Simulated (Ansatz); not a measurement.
# Ti(OH)4 (TiH4O4): geometry, orbitals and charge

Aim: characterise Ti(OH)4 (TiH4O4) as a singlet: its structure, frontier levels and distribution of charge.

Computed with Ansatz 0.2.0, Gaussian basis. Level: RKS PBE0-D4/def2-TZVP.

Plan: relaxation at PBE-D4/def2-SVP; a search for the lowest solution at PBE0-D4/def2-SVP; a single point at PBE0-D4/def2-TZVP; harmonic vibrations at PBE-D4/def2-SVP.

## (1) The starting structure

9 atoms, charge 0, spin multiplicity 1.

Atoms are counted from 1 here; the program's logs count them from 0.

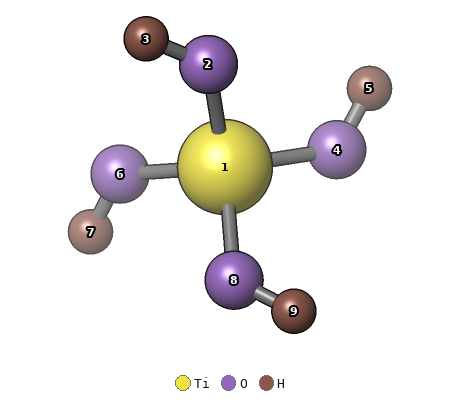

Start geometry, drawn with titanium yellow, oxygen purple, hydrogen brown; atoms are numbered from 1 in the order of the file.

As a file:

```
Ti    0.00318    0.00570    0.00006
O    -0.07335    0.06046    1.73189
H    -0.78826    0.39290    2.28185
O     1.67008   -0.01021   -0.47072
H     2.43855    0.38696   -0.05274
O    -0.85042    1.38074   -0.61881
H    -1.30636    1.49479   -1.45691
O    -0.74656   -1.42496   -0.63265
H    -0.34687   -2.28640   -0.78196
```

Formally the metal is d0. No spin-orbit coupling is included.

The start is a GFN2-xTB geometry.

## (2) Relaxation at PBE-D4/def2-SVP

in.yaml

```yaml
crystal:
  periodic: [false, false, false]
  atoms:
    - {symbol: Ti, position_ang: [0.003180, 0.005700, 0.000060]}
    - {symbol: O, position_ang: [-0.073350, 0.060460, 1.731890]}
    - {symbol: H, position_ang: [-0.788260, 0.392900, 2.281850]}
    - {symbol: O, position_ang: [1.670080, -0.010210, -0.470720]}
    - {symbol: H, position_ang: [2.438550, 0.386960, -0.052740]}
    - {symbol: O, position_ang: [-0.850420, 1.380740, -0.618810]}
    - {symbol: H, position_ang: [-1.306360, 1.494790, -1.456910]}
    - {symbol: O, position_ang: [-0.746560, -1.424960, -0.632650]}
    - {symbol: H, position_ang: [-0.346870, -2.286400, -0.781960]}
basis:
  gaussian: {orbitals: def2-SVP}
hamiltonian: {xc: pbe, dispersion: d4}
scf: {omitted_lower_state_checks: [starts]}
output: {orbitals: {seedname: orbitals}}
relax: {f_tol: 0.02, max_steps: 100}
```

Launch:

```
$ ansatz run in.yaml --threads 4 --pin off --events-out ev --progress --plain --max-ram 3916MiB
```

The log of the run, shortened:

```text
Functional definition: PBE
  name "PBE"
  cite "Perdew, Burke & Ernzerhof, Phys. Rev. Lett. 77, 3865 (1996) doi:10.1103/PhysRevLett.77.3865"
  parent pbe
[...]
1184 factors; their error is unknown
[...]
mean field -31350.46798601 eV, -1152.1084483753 hartree, gradient 1.4e-5 eV, S^2 0.000000; 0 other end points of the search recorded, 0 dependent functions left out
[...]
reference -31350.46809092 eV, -1152.1084522307 hartree; 29, 29 occupied and 78, 78 virtual orbitals, 1184 factors
relax step   1: F+E_penalty+E_count = -31350.65158174 eV  Δ(F+E_penalty+E_count) = +0.000e0 eV  max|allowed force component| = 2.199e0 eV/Å  Δτ_max = 0.0000 Å  (27 SCF iters, accepted)
[...]
relax step   3: F+E_penalty+E_count = -31351.01369014 eV  Δ(F+E_penalty+E_count) = -3.883e-2 eV  max|allowed force component| = 9.244e-2 eV/Å  Δτ_max = 0.0328 Å  (28 SCF iters, accepted)
[...]
relax step   5: F+E_penalty+E_count = -31351.02225269 eV  Δ(F+E_penalty+E_count) = -7.151e-3 eV  max|allowed force component| = 3.044e-1 eV/Å  Δτ_max = 0.1421 Å  (32 SCF iters, accepted)
[...]
relax step   7: F+E_penalty+E_count = -31351.05442132 eV  Δ(F+E_penalty+E_count) = -2.046e-2 eV  max|allowed force component| = 1.561e-1 eV/Å  Δτ_max = 0.2000 Å  (34 SCF iters, accepted)
[...]
relax step   8: F+E_penalty+E_count = -31351.06202562 eV  Δ(F+E_penalty+E_count) = -7.604e-3 eV  max|allowed force component| = 2.158e-2 eV/Å  Δτ_max = 0.1230 Å  (37 SCF iters, accepted)
[...]
relax step   9: F+E_penalty+E_count = -31351.06301540 eV  Δ(F+E_penalty+E_count) = -9.898e-4 eV  max|allowed force component| = 1.029e-2 eV/Å  Δτ_max = 0.0274 Å  (29 SCF iters, accepted)
[...]
1184 factors; their error is unknown
mean field -31350.88946225 eV, -1152.1239373416 hartree, gradient 1.7e-5 eV, S^2 0.000000; 0 other end points of the search recorded, 0 dependent functions left out
[...]
reference -31350.88956823 eV, -1152.1239412362 hartree; 29, 29 occupied and 78, 78 virtual orbitals, 1184 factors
Total energy: -31351.06312138 eV, -1152.1303191969 hartree
Atom 0 at     0.001114    -0.000109     0.000508 Å, force     0.000276    -0.001473     0.002457 eV/Å
Atom 1 at    -0.221909     0.063593     1.794225 Å, force     0.000058    -0.005188    -0.010293 eV/Å
Atom 2 at    -0.540937     0.835339     2.293622 Å, force     0.001009     0.003359     0.000444 eV/Å
Atom 3 at     1.757447     0.121829    -0.414558 Å, force    -0.009615    -0.000187     0.001427 eV/Å
Atom 4 at     2.491260    -0.008691     0.211073 Å, force    -0.000026    -0.000936     0.000474 eV/Å
Atom 5 at    -0.858461     1.384243    -0.783871 Å, force     0.005649    -0.002885     0.001477 eV/Å
Atom 6 at    -1.706211     1.323750    -1.257633 Å, force    -0.002296    -0.001544     0.000308 eV/Å
Atom 7 at    -0.673476    -1.569653    -0.594028 Å, force     0.004008     0.008075     0.004033 eV/Å
Atom 8 at    -0.248836    -2.150321    -1.249329 Å, force     0.000937     0.000778    -0.000326 eV/Å
Dipole moment:    -0.002921     0.000431    -0.001165 e Å
Checks for a lower state left out: starts
```

Run time: 11 s. Hardware: 4 threads of Arm Neoverse V2, shared host.

The steps of the relaxation:

```
step  energy from step 1 (eV)  largest force component (eV/Å)
   1                   0.0000                          2.1993
   2                  -0.3233                          0.6878
   3                  -0.3621                          0.0924
   4                  -0.3635                          0.1976
   5                  -0.3707                          0.3044
   6                  -0.3824                          0.1170
   7                  -0.4028                          0.1561
   8                  -0.4104                          0.0216
   9                  -0.4114                          0.0103
```

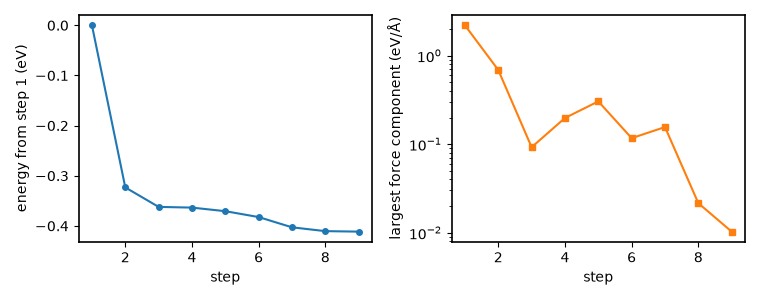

Energy and force, step by step.

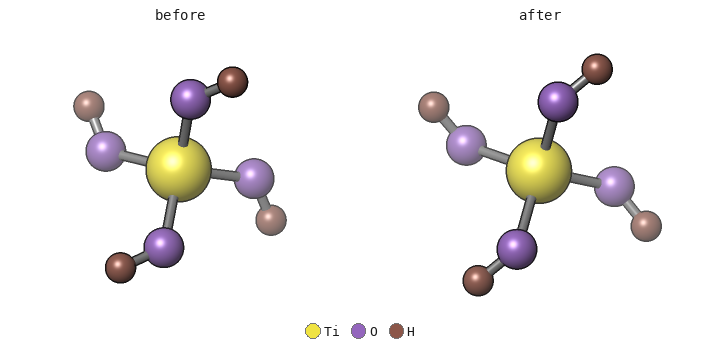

Before and after, at one scale.

Close pairs (by a distance rule), those that changed most:

```
  bond  before (Å)  after (Å)  change (Å)
Ti1–O4       1.732      1.809      +0.077
Ti1–O6       1.733      1.808      +0.076
Ti1–O2       1.734      1.809      +0.074
Ti1–O8       1.735      1.809      +0.074
Ti1–H3       2.446      2.500      +0.054
Ti1–H9       2.447      2.500      +0.053
 O4–H5       0.961      0.973      +0.012
 O6–H7       0.961      0.973      +0.012
```

Bonds by kind at the end (by distance):

```
bond  count  shortest (Å)  longest (Å)
O–Ti      4         1.808        1.809
 H–O      4         0.973        0.973
```

## (3) Searching for the lowest solution, PBE0-D4/def2-SVP

start.molden holds the orbitals of an earlier run on this state, given as this run's starting guess.

in.yaml

```yaml
crystal:
  periodic: [false, false, false]
  atoms:
    - {symbol: Ti, position_ang: [0.001114, -0.000109, 0.000508]}
    - {symbol: O, position_ang: [-0.221909, 0.063593, 1.794225]}
    - {symbol: H, position_ang: [-0.540937, 0.835339, 2.293622]}
    - {symbol: O, position_ang: [1.757447, 0.121829, -0.414558]}
    - {symbol: H, position_ang: [2.491260, -0.008691, 0.211073]}
    - {symbol: O, position_ang: [-0.858461, 1.384243, -0.783871]}
    - {symbol: H, position_ang: [-1.706211, 1.323750, -1.257633]}
    - {symbol: O, position_ang: [-0.673476, -1.569653, -0.594028]}
    - {symbol: H, position_ang: [-0.248836, -2.150321, -1.249329]}
basis:
  gaussian: {orbitals: def2-SVP, initial_orbitals: start.molden}
hamiltonian: {xc: pbe0, dispersion: d4}
output: {orbitals: {seedname: orbitals}}
```

Launched as before.

The log of the run:

```text
Functional definition: PBE0
  name "PBE0"
  cite "Adamo & Barone, J. Chem. Phys. 110, 6158 (1999) doi:10.1063/1.478522"
  cite "Perdew, Burke & Ernzerhof, Phys. Rev. Lett. 77, 3865 (1996) doi:10.1103/PhysRevLett.77.3865"
  parent pbe
  parameter a = 0.25
  parameter kappa = 0.804
  parameter beta = 0.06672455060314922
  exchange = (1 - a)*pbe_x(kappa = kappa, mu = beta*pi^2/3) + a*exact_x
  correlation = pbe_c(beta = beta)
1070 factors; integrals over basis functions are off by at most 1.2e-3 eV
mean field evaluation 1: about -31350.2928 eV, gradient 8.2e0 eV
mean field evaluation 2: about -31350.4799 eV, gradient 3.9e-1 eV
mean field evaluation 4: about -31350.6620 eV, gradient 3.9e-3 eV
mean field evaluation 8: about -31331.4870 eV, gradient 1.0e2 eV
mean field evaluation 16: about -31350.6617 eV, gradient 3.8e-1 eV
mean field -31350.66203468 eV, -1152.1155795325 hartree, gradient 3.1e-5 eV, S^2 0.000000; 1 other end points of the search recorded, 0 dependent functions left out
reference -31350.66211616 eV, -1152.1155825268 hartree; 29, 29 occupied and 78, 78 virtual orbitals, 1070 factors
Total energy: -31350.80913508 eV, -1152.1209853727 hartree
```

It took 1.6 s on 4 threads of Arm Neoverse V2, shared host.

HOMO -8.67 eV, LUMO -1.02 eV.

## (4) Single point, PBE0-D4/def2-TZVP

Edit in.yaml of step 3 so:

```diff
@@ -13,4 +13,5 @@
 basis:
-  gaussian: {orbitals: def2-SVP, initial_orbitals: start.molden}
+  gaussian: {orbitals: def2-TZVP, initial_orbitals: start.molden}
 hamiltonian: {xc: pbe0, dispersion: d4}
-output: {orbitals: {seedname: orbitals}}
+scf: {omitted_lower_state_checks: [starts]}
+output: {forces: true, orbitals: {seedname: orbitals}}
```

Launched as before.

The log of the run, shortened:

```text
Functional definition: PBE0
  name "PBE0"
  cite "Adamo & Barone, J. Chem. Phys. 110, 6158 (1999) doi:10.1063/1.478522"
  cite "Perdew, Burke & Ernzerhof, Phys. Rev. Lett. 77, 3865 (1996) doi:10.1103/PhysRevLett.77.3865"
  parent pbe
[...]
1246 factors; their error is unknown
[...]
mean field -31363.93791799 eV, -1152.6034592454 hartree, gradient 1.1e-5 eV, S^2 0.000000; 0 other end points of the search recorded, 0 dependent functions left out
[...]
reference -31363.93795569 eV, -1152.6034606307 hartree; 29, 29 occupied and 164, 164 virtual orbitals, 1246 factors
Total energy: -31364.08497461 eV, -1152.6088634766 hartree
Atom 0 at     0.001114    -0.000109     0.000508 Å, force    -0.000170    -0.001402     0.002025 eV/Å
Atom 1 at    -0.221909     0.063593     1.794225 Å, force    -0.213552     0.602988     0.205424 eV/Å
Atom 2 at    -0.540937     0.835339     2.293622 Å, force     0.230826    -0.580973    -0.332401 eV/Å
Atom 3 at     1.757447     0.121829    -0.414558 Å, force     0.392841    -0.131752     0.533746 eV/Å
Atom 4 at     2.491260    -0.008691     0.211073 Å, force    -0.510053     0.107041    -0.482085 eV/Å
Atom 5 at    -0.858461     1.384243    -0.783871 Å, force    -0.585256    -0.186873    -0.279411 eV/Å
Atom 6 at    -1.706211     1.323750    -1.257633 Å, force     0.620373     0.078357     0.333479 eV/Å
Atom 7 at    -0.673476    -1.569653    -0.594028 Å, force     0.399703    -0.284169    -0.465565 eV/Å
Atom 8 at    -0.248836    -2.150321    -1.249329 Å, force    -0.334712     0.396782     0.484787 eV/Å
Dipole moment:    -0.002931     0.000392    -0.001233 e Å
Checks for a lower state left out: starts
```

Run time: 3 s. Hardware: 4 threads of Arm Neoverse V2, shared host.

From the report: HOMO -9.03 eV, LUMO -1.26 eV.

Mulliken charges, from this run's orbitals:

```
atom  value (e)
 Ti1       1.49
  O2      -0.71
  H3       0.34
  O4      -0.71
  H5       0.34
  O6      -0.71
  H7       0.34
  O8      -0.71
  H9       0.34
```

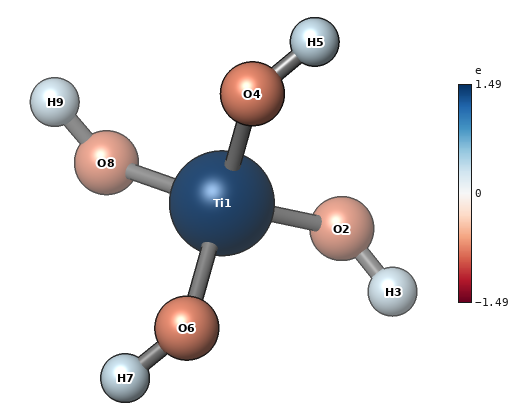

Mulliken charges, from this run's orbitals, as colours on the atoms.

Largest Mayer bond orders: Ti1–O4 1.01; Ti1–O6 1.01; Ti1–O8 1.01; Ti1–O2 1.01; O2–H3 0.87; O4–H5 0.87; O6–H7 0.87; O8–H9 0.87.

## (5) Harmonic vibrations

Edit in.yaml of step 4 so:

```diff
@@ -13,5 +13,5 @@
 basis:
-  gaussian: {orbitals: def2-TZVP, initial_orbitals: start.molden}
-hamiltonian: {xc: pbe0, dispersion: d4}
+  gaussian: {orbitals: def2-SVP}
+hamiltonian: {xc: pbe, dispersion: d4}
 scf: {omitted_lower_state_checks: [starts]}
-output: {forces: true, orbitals: {seedname: orbitals}}
+phonons: {temperatures: {t_min: 298.15, t_max: 900, t_step: 200}}
```

Launched as before.

The log of the run, shortened:

```text
Functional definition: PBE
  name "PBE"
  cite "Perdew, Burke & Ernzerhof, Phys. Rev. Lett. 77, 3865 (1996) doi:10.1103/PhysRevLett.77.3865"
  parent pbe
[...]
1184 factors; their error is unknown
[...]
mean field -31350.88946022 eV, -1152.1239372669 hartree, gradient 3.6e-5 eV, S^2 0.000000; 0 other end points of the search recorded, 0 dependent functions left out
[...]
reference -31350.88956621 eV, -1152.1239411621 hartree; 29, 29 occupied and 78, 78 virtual orbitals, 1184 factors
[...]
1184 factors; their error is unknown
mean field -31350.88933345 eV, -1152.1239326084 hartree, gradient 1.1e-6 eV, S^2 0.000000; 0 other end points of the search recorded, 0 dependent functions left out
[...]
reference -31350.88943945 eV, -1152.1239365036 hartree; 29, 29 occupied and 78, 78 virtual orbitals, 1184 factors
[...]
1184 factors; their error is unknown
[...]
Atom 2 at    -0.540937     0.835339     2.293622 Å, force     0.001021     0.003355     0.000438 eV/Å
Atom 3 at     1.757447     0.121829    -0.414558 Å, force    -0.009595    -0.000179     0.001442 eV/Å
Atom 4 at     2.491260    -0.008691     0.211073 Å, force    -0.000042    -0.000937     0.000456 eV/Å
Atom 5 at    -0.858461     1.384243    -0.783871 Å, force     0.005668    -0.002915     0.001470 eV/Å
Atom 6 at    -1.706211     1.323750    -1.257633 Å, force    -0.002289    -0.001533     0.000313 eV/Å
Atom 7 at    -0.673476    -1.569653    -0.594028 Å, force     0.003999     0.008080     0.004065 eV/Å
Atom 8 at    -0.248836    -2.150321    -1.249329 Å, force     0.000953     0.000751    -0.000356 eV/Å
Dipole moment:    -0.002919     0.000431    -0.001165 e Å
Vibrations: 168.45 168.74 175.19 177.20 222.69 237.50 261.31 261.57 312.11 470.05 470.24 491.47 502.11 690.12 754.55 776.67 776.87 3767.87 3768.62 3769.01 3775.25 cm⁻¹, zero-point energy 1.363677 eV
Checks for a lower state left out: starts
```

It took 36 s on 4 threads of Arm Neoverse V2, shared host.

Motions are named by where the mode's potential energy lies. The modes, unscaled (a negative number is an imaginary wavenumber):

```
mode  cm⁻¹             motion
   1   168            torsion
   2   169            torsion
   3   175  bend with torsion
   4   177               bend
   5   223  torsion with bend
   6   237  torsion with bend
   7   261            torsion
   8   262            torsion
   9   312            torsion
  10   470               bend
  11   470               bend
  12   491               bend
  13   502               bend
  14   690       Ti–O stretch
  15   755       Ti–O stretch
  16   777       Ti–O stretch
  17   777       Ti–O stretch
  18  3768        O–H stretch
  19  3769        O–H stretch
  20  3769        O–H stretch
  21  3775        O–H stretch
```

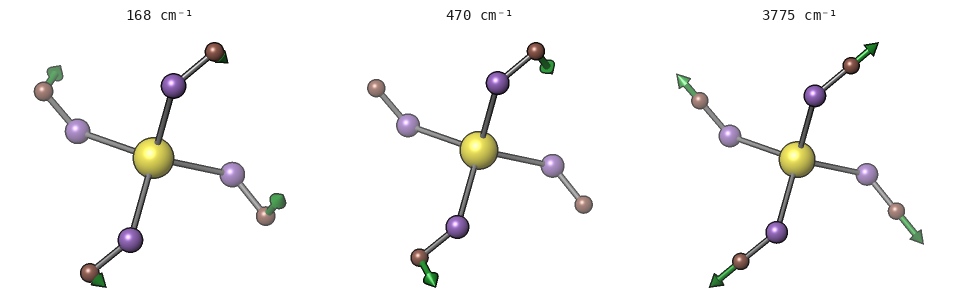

Displacements of 3 modes, as arrows.

## (6) Summary of results

| quantity | value |
| --- | --- |
| near neighbours of the metal | O 1.81, O 1.81, O 1.81, O 1.81 Å |
| HOMO, LUMO at PBE0-D4/def2-TZVP | -9.03, -1.26 eV |
| charge on the metal (Mulliken, PBE0-D4/def2-TZVP) | +1.49 e |
| dipole at PBE-D4/def2-SVP | 0.02 D |
| lowest, highest wavenumber | 168, 3775 cm⁻¹ |

The molecule keeps its bonding pattern by the stored test; the atoms moved 0.34 Å (rms). The Mulliken charge of the metal, +1.49 e, depends on the basis and isn't its oxidation state. All wavenumbers are real: a minimum at this level. Whether this spin is the lowest isn't tested here.
